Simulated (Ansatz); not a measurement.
**C₂H₅Ga: density, localisation and related maps**

Input file:

```
crystal:
  periodic: [false, false, false]
  atoms:
    - {symbol: C, position_ang: [-0.547278, 1.051877, -0.727256]}
    - {symbol: C, position_ang: [-0.430953, 0.357416, 0.405617]}
    - {symbol: Ga, position_ang: [0.744898, -1.195277, 0.498988]}
    - {symbol: H, position_ang: [0.002903, 0.778760, -1.624968]}
    - {symbol: H, position_ang: [-1.193124, 1.923430, -0.818210]}
    - {symbol: H, position_ang: [-1.012234, 0.689191, 1.264354]}
    - {symbol: H, position_ang: [1.528502, -1.568262, -0.811694]}
    - {symbol: H, position_ang: [0.907287, -2.037115, 1.813149]}
basis:
  gaussian: {orbitals: def2-TZVPP}
hamiltonian: {xc: pbe0, dispersion: d4}
output: {orbitals: {seedname: orbitals}}
```

Command:

```sh
ansatz run in.yaml --threads 4 --pin off --events-out ev --progress --plain --max-ram 10444MiB
```

Geometry: PBE0-D4/def2-TZVP.

Method: RKS PBE0-D4/def2-TZVPP in Ansatz.

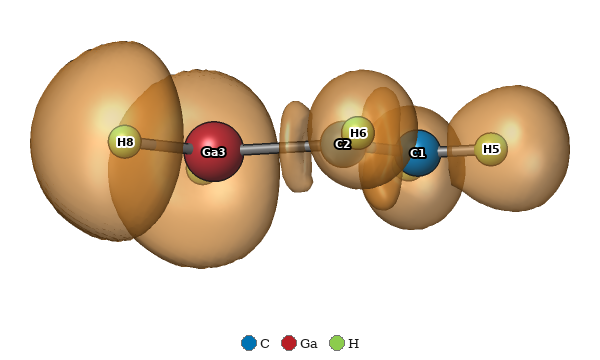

Figure 1. Isosurface of the electron localisation function at 0.85 (orange), seen from one side. Core shells and regions of very low density are left out.

**What do the ELF domains correspond to?**

The ELF exceeds this value in one region between bonded C–C atoms (shared pairs), five regions around hydrogen nuclei and one lobe of the valence shell of C pointing towards Ga (polar bonds).


C–C (1.33 Å): the ELF peaks at about 0.95 between the atoms; a short, multiple covalent bond. C–Ga (1.95 Å): the ELF peaks at about 0.95 in the valence shell of C, 0.7 Å from its nucleus, and is about 0.55 at the midpoint.

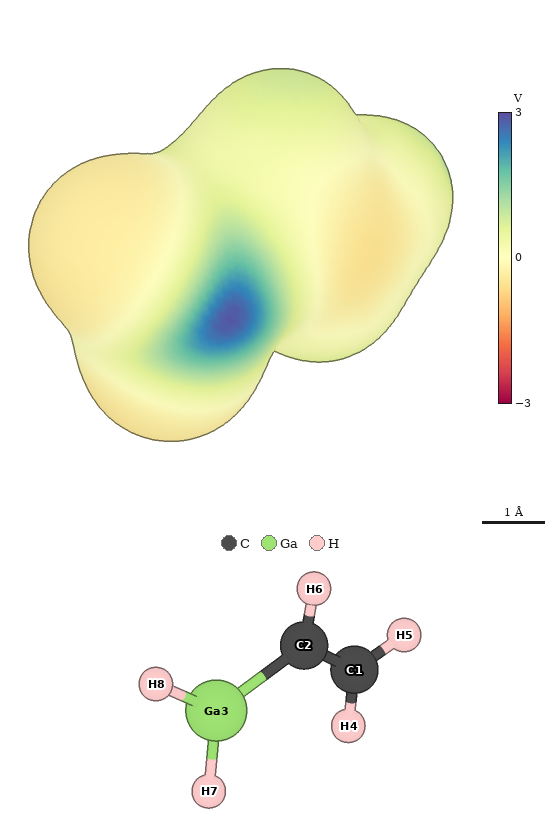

Figure 2. The molecular electrostatic potential painted on the density surface at 0.002 e/bohr³, seen at a tilt; red is negative and blue positive. The bare structure is drawn below in the same view.

**Describe the electrostatic potential map.**

The most negative region (about −0.5 V, or −12 kcal/mol for a unit charge) lies over the π face of C1 and C2, the most positive (about +2.8 V, or +65 kcal/mol for a unit charge) over Ga3.

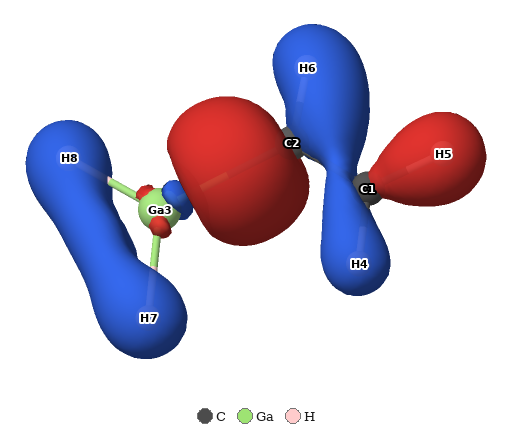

Figure 3. One frontier orbital at ±0.15 Å⁻³ᐟ² (blue and red are the two phases), seen at a tilt.

**Which orbital is it: HOMO or LUMO?**

The HOMO, at −8.04 eV. It lies mainly on C2 (about 35 %), Ga3 (about 25 %), C1 (about 10 %), H7 (about 5 %), H8 (about 5 %) and H6 (about 5 %); it is symmetric in the molecular plane (an in-plane orbital: σ, lone-pair or in-plane π type).

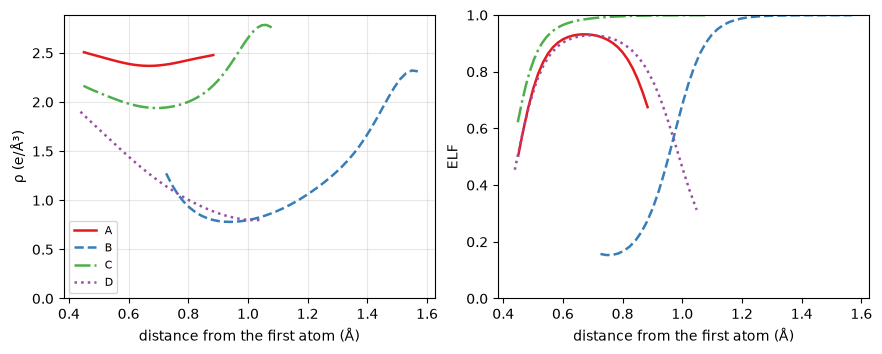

Figure 4. Total electron density and electron localisation function along straight lines between neighbouring atoms. The curves leave out the atomic cores.

**Which curve belongs to which contact (C–C, C–Ga, C–H and Ga–H)? The first atom named is at distance zero.**

Curve A: C–C (1.33 Å): ρ at the midpoint is about 2.4 e/Å³; the ELF peaks at about 0.95 between the atoms (a multiple bond). Curve B: Ga–H (1.57 Å): ρ at the midpoint is about 0.99 e/Å³; the ELF climbs to about 1 towards the hydrogen. Curve C: C–H (1.09 Å): ρ is about 2 e/Å³ halfway; the ELF climbs to about 1 towards the hydrogen (a covalent bond by its length). Curve D: C–Ga (1.95 Å): ρ at the midpoint is about 0.81 e/Å³; the ELF peaks at about 0.95 in the valence shell of C, 0.7 Å from its nucleus, and is about 0.55 at the midpoint.
